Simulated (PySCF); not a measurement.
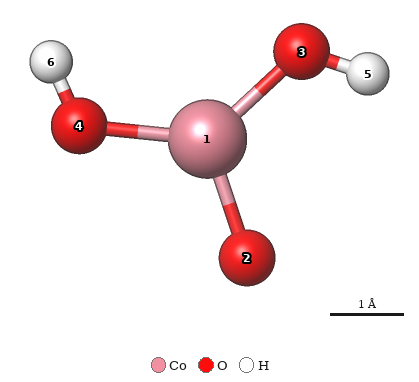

*The structure (ball-and-stick view, seen on its broad side; atoms are numbered from 1 in the order of the input). Sticks mark near contacts.*

Bond lengths as drawn: Co–O 1.73 to 1.77 Å and H–O 0.96 Å.

# CoH$_{2}$O$_{3}$: frequency calculation

- system: CoH$_{2}$O$_{3}$, multiplicity 6
- method: UKS-based PBE0, Co def2-TZVP, O def2-TZVP, H def2-TZVP; non-relativistic Hamiltonian; density fitting (PySCF 2.14.0)

**Log**
```
init E= -1609.22463243391
  alpha nocc = 29  HOMO = -0.313226284288604  LUMO = 0.004582053217149
  beta  nocc = 24  HOMO = -0.312653622004778  LUMO = -0.156980881181867
  HOMO = -0.312653622005  LUMO = -0.156980881182  gap/eV = 4.23607
cycle= 1 E= -1609.22463243351  delta_E= 3.96e-10  |g|= 3.98e-05  |ddm|= 1.9e-05
  alpha nocc = 29  HOMO = -0.313223560282849  LUMO = 0.00458461088408058
  beta  nocc = 24  HOMO = -0.312659264265057  LUMO = -0.15696695284289
  HOMO = -0.312659264265  LUMO = -0.156966952843  gap/eV = 4.23660
cycle= 2 E= -1609.22463242498  delta_E= 8.53e-09  |g|= 0.000189  |ddm|= 7.79e-05
  alpha nocc = 29  HOMO = -0.313226451429291  LUMO = 0.00458246497392167
  beta  nocc = 24  HOMO = -0.312656706802528  LUMO = -0.156978838311947
  HOMO = -0.312656706803  LUMO = -0.156978838312  gap/eV = 4.23621
cycle= 3 E= -1609.22463243391  delta_E= -8.93e-09  |g|= 1.17e-05  |ddm|= 6.21e-05
  alpha nocc = 29  HOMO = -0.31322622776358  LUMO = 0.00458244452365619
  beta  nocc = 24  HOMO = -0.312655554313895  LUMO = -0.156978661187625
  HOMO = -0.312655554314  LUMO = -0.156978661188  gap/eV = 4.23618
cycle= 4 E= -1609.22463243396  delta_E= -4.89e-11  |g|= 1.56e-06  |ddm|= 6.34e-06
  alpha nocc = 29  HOMO = -0.313226042399378  LUMO = 0.00458245572038862
  beta  nocc = 24  HOMO = -0.312655472585632  LUMO = -0.156978710330328
  HOMO = -0.312655472586  LUMO = -0.15697871033  gap/eV = 4.23618
Extra cycle  E= -1609.22463243396  delta_E= 5.46e-12  |g|= 4.71e-06  |ddm|= 3.15e-06
converged SCF energy = -1609.22463243396  <S^2> = 8.7736621  2S+1 = 6.0078822
```

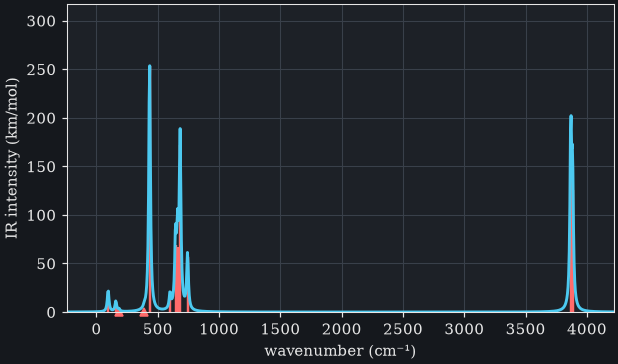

*Harmonic infrared spectrum, unscaled: sticks (degenerate modes added up, dark ones marked on the axis) with a Lorentzian envelope of 16 cm⁻¹ full width, scaled to the tallest stick.*

12 modes from 95 to 3882 cm⁻¹, none imaginary. The strongest line is at 433 cm⁻¹ (254 km/mol). All modes, in cm⁻¹ (km/mol): 95 (22), 158 (10.5), 184 (2.4), 389 (2.0), 433 (254), 600 (15.8), 645 (69), 661 (67), 682 (172), 743 (56), 3868 (173), 3882 (126).

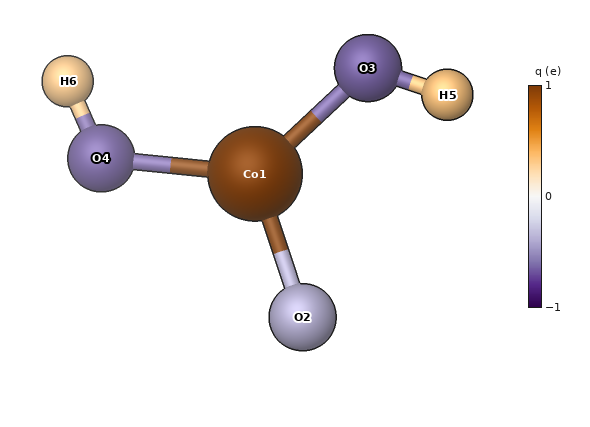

*Mulliken charges, as the colour of each atom (ball-and-stick view, seen on its broad side; atoms are numbered from 1 in the order of the input).*

By element: Co +0.99, O −0.64 to −0.37 and H +0.33 to +0.34 e.

This output came from the following input.

**Input**
```python
from pyscf import gto, scf, dft
mol = gto.M(atom='''
Co    -0.021634    -0.006207     0.000000
O      1.704129     0.042718     0.000000
O     -0.798841     1.583292     0.000000
O     -0.706274    -1.642071     0.000000
H     -0.241439     2.366374     0.000000
H     -1.661192    -1.757884     0.000000''',
    basis={'Co': 'def2-TZVP', 'O': 'def2-TZVP', 'H': 'def2-TZVP'},
    charge=0, spin=5)
mf = dft.UKS(mol, xc='PBE0')
mf.grids.atom_grid = (75, 302)
aux = {'Co': 'def2-universal-JKFIT', 'O': 'def2-universal-JKFIT', 'H': 'def2-universal-JKFIT'}
mf = mf.density_fit(auxbasis=aux)
mf.conv_tol = 1e-09
mf.diis_space = 10
mf.max_cycle = 60
mf.verbose = 4
mf.kernel()
```

The script is an equivalent of the set-up of the self-consistent field. The run itself was carried out by a driver, which started from the orbitals of the step before it where there was one and computed the further properties.

Run as:
```bash
OMP_NUM_THREADS=4 python axn.py task.json out
```

**Key numbers**

```tsv
quantity	value
outcome	converged
total energy	−1609.224632 hartree
⟨S²⟩	8.774
zero-point energy	0.028114 hartree
dipole moment	2.18 D
wavenumbers, lowest and highest	95 and 3882 cm⁻¹
hardware	4 threads of Arm Neoverse V1, 24 GiB of memory available, shared host
wall time	3.9 min (CPU time 13 min)
peak memory	2 GiB
```
